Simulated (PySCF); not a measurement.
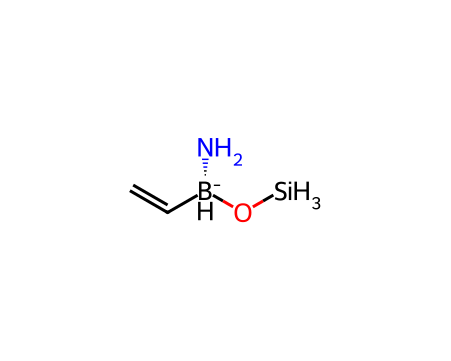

Skeletal drawing of a molecule. The species has charge −1 and is a spin singlet.

Give its SMILES.

Answer. C=C[B@H-](N)O[SiH3]

What is the molecular formula?

Answer. C2H9BNOSi, charge -1.

An optimisation with PBE0-D3(BJ)/def2-SVP gave a structure of which point group?

Answer. C1.

More results for the same structure follow; atom numbers are the same in all pictures, views and colours differ. The computed structure is the end point of a PBE0-D3(BJ)/def2-SVP optimisation. No frequency run is at hand to confirm it as a minimum.

### Geometry

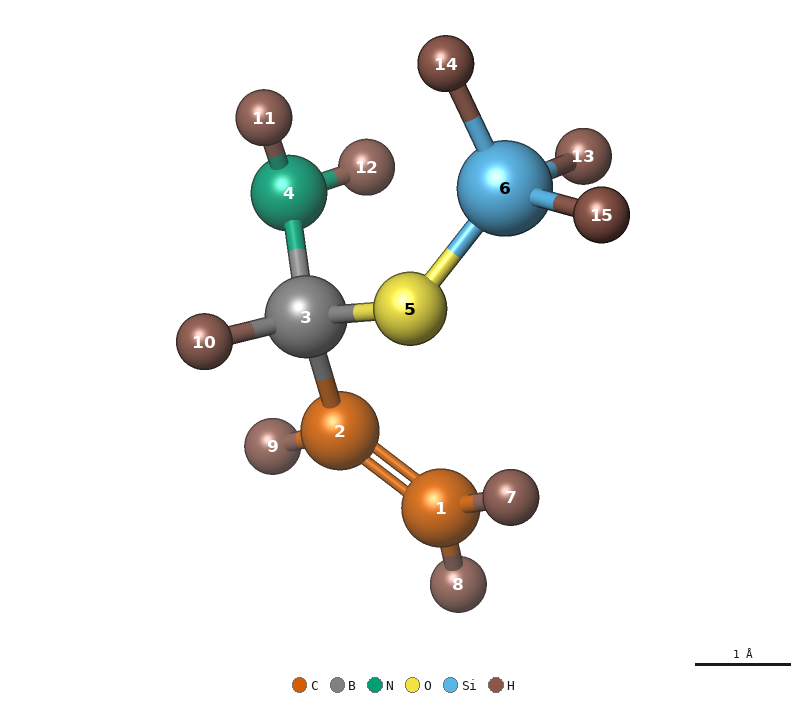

No frequency run is at hand to confirm it as a minimum.

Describe the coordination of atom 2.

Answer. C2 has 3 neighbours (C1 at 1.34, B3 at 1.62, H9 at 1.10 Å); the arrangement is trigonal planar.

What is the geometry at N4?

Answer. N4 has 3 neighbours (B3 at 1.53, H11 at 1.02, H12 at 1.02 Å); the arrangement is trigonal pyramidal.

How are the neighbours of atom 3 arranged?

Answer. B3 has 4 neighbours (C2 at 1.62, N4 at 1.53, O5 at 1.53, H10 at 1.25 Å); the arrangement is tetrahedral.

What is the geometry at Si6?

Answer. Si6 has 4 neighbours (O5 at 1.62, H13 at 1.51, H14 at 1.51, H15 at 1.51 Å); the arrangement is tetrahedral.

What is the dihedral angle C1–C2–B3–O5?

Answer. 0° in size, that is syn (eclipsed).

### Core levels

No frequency run is at hand to confirm it as a minimum. Method: delta-SCF UKS SCAN, pcX-2 on the ionised atom, pcseg-1 elsewhere, spin-free X2C (PySCF 2.14.0).

Give the core-electron binding energies (to vacuum; p and d levels without spin–orbit splitting) of C1 1s, C2 1s, B3 1s, N4 1s, O5 1s, Si6 1s, Si6 2p.

```
atom  level  binding energy (eV)
  C1     1s                285.2
  C2     1s                284.8
  B3     1s                189.9
  N4     1s                399.1
  O5     1s                531.8
 Si6     1s               1842.5
 Si6     2p                102.8
```

### Electronic properties

No frequency run is at hand to confirm it as a minimum. Level of theory: PBE0-D3(BJ)/def2-SVP, gas phase (PySCF 2.14.0).

Give the rotational constants at this level.

Answer. 4.103, 1.925, 1.494 GHz.

### Charges

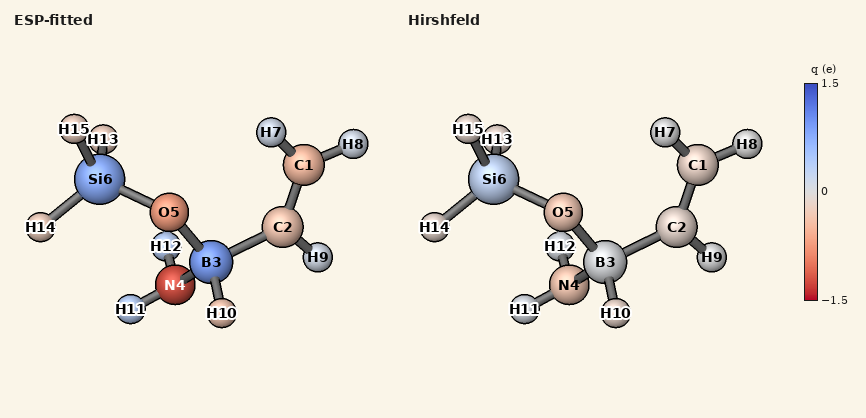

Atomic charges of one calculation by 2 schemes, on one colour scale. No frequency run is at hand to confirm it as a minimum. Computed with PBE0/pcSseg-1 (PySCF 2.14.0).

Which scheme gives the most polar picture (largest mean size of the charges)?

Answer. The ESP-fitted charges are the largest in size here.

On which atom do the schemes disagree most?

Answer. On N4 (from −1.21 to −0.33 e).

List the charges (e), one line for each set of equivalent atoms.

```csv
atom,ESP-fitted,Hirshfeld
C1,−0.45,−0.17
C2,−0.33,−0.13
B3,0.87,0.02
N4,−1.21,−0.33
O5,−0.70,−0.31
Si6,0.76,0.29
H7,0.14,0.01
H8,0.11,0.00
H9,0.11,0.01
H10,−0.34,−0.15
H11,0.36,0.07
H12,0.36,0.06
H13,−0.23,−0.12
H14,−0.24,−0.12
H15,−0.22,−0.13
```
